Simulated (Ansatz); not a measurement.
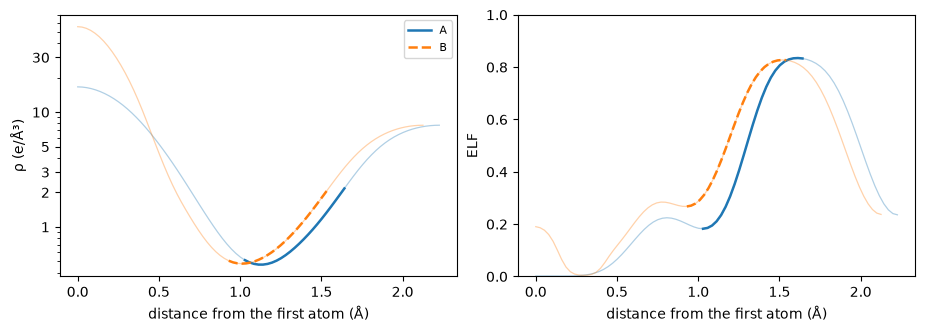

*Sn3GeO4. Valence charge density (pseudo) and electron localisation function along straight lines between neighbouring atoms. Thin, pale parts lie inside the atomic spheres.*

Space group P4mm; a structure generated by program, which may or may not match a known phase; changed on purpose from its base cell (volume × 0.94, shape and atoms relaxed).

Level of theory: DFT PBE, scalar-relativistic, plane waves, PAW in Ansatz 0.2.0.

Core electrons are frozen (PAW), and the valence fields are smoothed inside the atomic spheres.

Input file:

```
crystal:
  lattice:
    - [3.7582450939, 0.0, 0.0]
    - [0.0, 3.7582450939, 0.0]
    - [0.0, 0.0, 9.5648385118]
  atoms:
    - { symbol: Sn, position: [0.5, 0.5, 0.1269894977] }
    - { symbol: Sn, position: [0.5, 0.5, 0.6123719524] }
    - { symbol: Sn, position: [0.0, 0.0, 0.8826316418] }
    - { symbol: Ge, position: [0.0, 0.0, 0.3896947958] }
    - { symbol: O, position: [0.0, 0.5, 0.0040963619] }
    - { symbol: O, position: [0.0, 0.5, 0.4900591943] }
    - { symbol: O, position: [0.5, 0.0, 0.0040963619] }
    - { symbol: O, position: [0.5, 0.0, 0.4900591943] }
basis:
  ecutwfc: 420
kpoints:
  mp_grid: { grid: [8, 8, 4] }
hamiltonian:
  xc: pbe
scf:
  occupations: { method: gaussian, width: 0.02 }
output:
  forces: true
  stress: true
  eigenvalues: true
  write_density: true
  write_potential: true
  elf: true
  volumetric_format: npy
relax:
  adjacent_minimum: "off"
  f_tol: 0.01
  max_steps: 30
  cell: { stress_tol: 0.1, fix: [volume] }
```

Launched as:

```sh
ansatz run input.yaml --threads 4 --pin off --max-ram 8192MiB --backend cpu --events-out ev --progress --plain --runs-dir out
```

Below, planes, directions and counts refer to the conventional cell (a = 3.78 Å, b = 3.78 Å, c = 9.43 Å, α = 90.00°, β = 90.00°, γ = 90.00°).

The fields are those of the run's last geometry, not of the input's.

Which curve belongs to which contact (Ge–O and Sn–O)? The first atom named is at distance zero.

Answer. Curve A: Sn–O (2.23 Å): ρ at the midpoint is about 0.47 e/Å³; the ELF peaks at about 0.85 in the valence shell of O, 0.6 Å from its nucleus, and is about 0.20 at the midpoint; no shared electron pair shows on this line. Curve B: Ge–O (2.13 Å): ρ at the midpoint is about 0.49 e/Å³; the ELF peaks at about 0.85 in the valence shell of O, 0.6 Å from its nucleus, and is about 0.35 at the midpoint.
